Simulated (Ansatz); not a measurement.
# N₂ (triplet): inputs that go wrong at distance N1–N2 = 1.009 Å

4 inputs are run for N₂ (triplet) as typed; the log has to tell whether the result can be used and what must change.

Program: Ansatz 0.2.0, Gaussian basis. Level of theory: the settings change from run to run. These are calculated values, not measurements.

36 further runs of the same task are left out: 4 for a known fault of the program, 23 that didn't finish, 9 set aside as unsound or not needed. Runs told in other sessions of the task aren't counted.

### 1 The system

The geometry derives from a PBE0/def2-TZVP stationary point (not a proven minimum). One bond is set to the value named and the two fragments are kept rigid.

2 atoms, charge 0, spin multiplicity 3.

Atoms are counted from 1 here; the program's logs count them from 0.

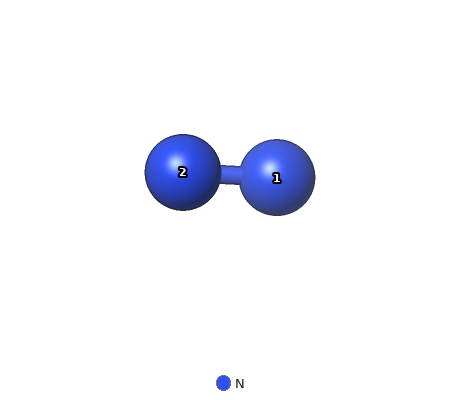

The structure; nitrogen blue; atoms are numbered from 1 in the order of the file.

### 2 Input 1

in.yaml reads:

```yaml
crystal:
  periodic: [false, false, false]
  atoms:
    - {symbol: N, position_ang: [0.000000, 0.000000, 0.000000]}
    - {symbol: N, position_ang: [0.000000, 0.000000, 1.009000]}
basis:
  gaussian: {orbitals: def2-mTZVP}
magnetization: {spin_polarized: false, initial_magnetization: 2}
correlation: {method: sc_nevpt2, electrons: all, active_space: {window: {electrons: 4, orbitals: 3}, states: [{multiplicity: 3, weights: [0.5, 0.5, 1, 1]}]}}
scf: {lower_state_search: light}
```

On the command line:

```
ansatz run in.yaml --threads 1 --pin off --events-out ev --progress --plain --max-ram 2393MiB
```

The program printed:

```text
Functional definition: HF
  name "HF"
  cite "Fock, Z. Phys. 61, 126 (1930) doi:10.1007/BF01340294"
  parent pbe
  exchange = exact_x
  correlation = 0
535 factors; integrals over basis functions are off by at most 1.4e-7 eV
mean field evaluation 1: about -2955.0981 eV, gradient 9.2e0 eV
mean field evaluation 2: about -2955.1009 eV, gradient 9.2e0 eV
mean field evaluation 4: about -2955.3458 eV, gradient 4.3e-1 eV
mean field evaluation 8: about -2955.3463 eV, gradient 2.1e-4 eV
mean field evaluation 16: about -2955.3463 eV, gradient 6.3e-6 eV
mean field evaluation 32: about -2956.0329 eV, gradient 2.1e-1 eV
mean field evaluation 64: about -2955.3463 eV, gradient 1.2e-6 eV
mean field evaluation 96: about -2955.3463 eV, gradient 7.9e-5 eV
mean field -2956.03744682 eV, -108.6323724963 hartree, gradient 5.3e-7 eV, S^2 2.000000; 11 other end points of the search recorded, 0 dependent functions left out
reference -2956.03744682 eV, -108.6323724963 hartree; 8, 6 occupied and 30, 32 virtual orbitals, 535 factors
Error: 4 states are sought, and the space of determinants holds 3 states of this symmetry and spin
```

It took 0.54 s on 1 thread of Arm Neoverse V1, shared host.

Diagnosis: The run stopped with an error. It says: «4 states are sought, and the space of determinants holds 3 states of this symmetry and spin». Cure: ask for fewer states or enlarge the space.

### 3 Input 2

in.yaml reads:

```yaml
crystal:
  periodic: [false, false, false]
  atoms:
    - {symbol: N, position_ang: [0.000000, 0.000000, 0.000000]}
    - {symbol: N, position_ang: [0.000000, 0.000000, 1.009000]}
basis:
  gaussian: {orbitals: def2-SVPD}
magnetization: {spin_polarized: false, initial_magnetization: 2}
hamiltonian: {xc: r2scan}
correlation: {active_space: {window: {electrons: 4, orbitals: 4}}}
```

Launched as before.

The program printed:

```text
Error: invalid value for `correlation.active_space`: it starts from restricted Hartree–Fock orbitals; set hamiltonian.xc: hf without magnetization.spin_polarized
```

It took 0.03 s on 1 thread of Arm Neoverse V1, shared host.

**Diagnosis.** The run was refused. An active space is asked on a functional's orbitals. Fix: start from Hartree-Fock.

### 4 Input 3

in.yaml reads:

```yaml
crystal:
  periodic: [false, false, false]
  atoms:
    - {symbol: N, position_ang: [0.000000, 0.000000, 0.000000]}
    - {symbol: N, position_ang: [0.000000, 0.000000, 1.009000]}
basis:
  gaussian: {orbitals: 6-31G}
magnetization: {spin_polarized: false, initial_magnetization: 2}
hamiltonian: {xc: r2scan}
correlation: {method: sc_nevpt2, electrons: valence, active_space: {window: {electrons: 4, orbitals: 4}}}
```

Same command.

The program printed:

```text
Error: invalid value for `correlation.active_space`: it starts from restricted Hartree–Fock orbitals; set hamiltonian.xc: hf without magnetization.spin_polarized
```

Wall time 0.03 s (1 thread of Arm Neoverse V1, shared host).

Diagnosis: The run was refused. An active space is asked on a functional's orbitals. To mend it, start from Hartree-Fock.

### 5 Input 4

in.yaml reads:

```yaml
crystal:
  periodic: [false, false, false]
  atoms:
    - {symbol: N, position_ang: [0.000000, 0.000000, 0.000000]}
    - {symbol: N, position_ang: [0.000000, 0.000000, 0.533963]}
basis:
  gaussian: {orbitals: 6-31G}
magnetization: {spin_polarized: false, initial_magnetization: 2}
correlation: {method: sc_nevpt2, electrons: all, active_space: {window: {electrons: 4, orbitals: 10}}}
scf: {lower_state_search: off}
output: {forces: true}
```

The command is unchanged.

The program printed, shortened:

```text
Functional definition: HF
  name "HF"
  cite "Fock, Z. Phys. 61, 126 (1930) doi:10.1007/BF01340294"
  parent pbe
[...]
262 factors; integrals over basis functions are off by at most 8.8e-5 eV
[...]
a density is far from that of the atoms, so the factors are made again for it
292 factors; integrals over basis functions are off by at most 1.2e-5 eV
[...]
mean field -2819.03617780 eV, -103.5976687229 hartree, gradient 2.5e-6 eV, S^2 2.000000; 1 other end points of the search recorded, 0 dependent functions left out
[...]
reference -2818.27916506 eV, -103.5698490177 hartree; 8, 6 occupied and 10, 12 virtual orbitals, 292 factors
state -2819.59003096 eV, -103.6180224511 hartree
state -2819.59003096 eV, -103.6180224511 hartree; corrected -2821.44764463 eV, -103.6862884941 hartree
[...]
Total energy: -2821.44764463 eV, -103.6862884941 hartree
Atom 0 at     0.000000     0.000000     0.000000 Å, force     0.000003     0.000001  -879.148207 eV/Å
Atom 1 at     0.000000     0.000000     0.533963 Å, force    -0.000003    -0.000001   879.148207 eV/Å
Dipole moment:    -0.000000     0.000000     0.296689 e Å
Checks for a lower state left out: stability, starts, cluster_reference, orbital_swaps, neighbouring_geometries, increment
```

Wall time 4.6 s (1 thread of Arm Neoverse V1, shared host).

**Diagnosis.** The run converged, which proves nothing about the input. The coordinates are scaled by the bohr-ångström factor. The shortest distance is 0.53 Å, against 1.01 Å in the geometry of step 1. Its energy belongs to another geometry. Fix: restore the coordinates in ångström.

### 6 Summary

```csv
input,level,ended,cause,time
1,"NEVPT2(4,3)/def2-mTZVP",stopped by an error,"4 states are sought, and the space of determinants holds 3 states of this symmetry and spin",0.54 s
2,"CASSCF(4,4)/def2-SVPD",refused,an active space is asked on a functional's orbitals,0.03 s
3,"NEVPT2(4,4)/6-31G",refused,an active space is asked on a functional's orbitals,0.03 s
4,"NEVPT2(4,10)/6-31G",converged,the coordinates are scaled by the bohr-ångström factor,4.6 s
```

1 stopped by an error, 2 refused, 1 converged. The input that converges on a wrong geometry or spin is the dangerous one: no error points at it, so geometry and ⟨S²⟩ have to be checked.

Huber and Herzberg's tables give the ground state of this molecule as 1Σg+; the runs here treat another spin state.
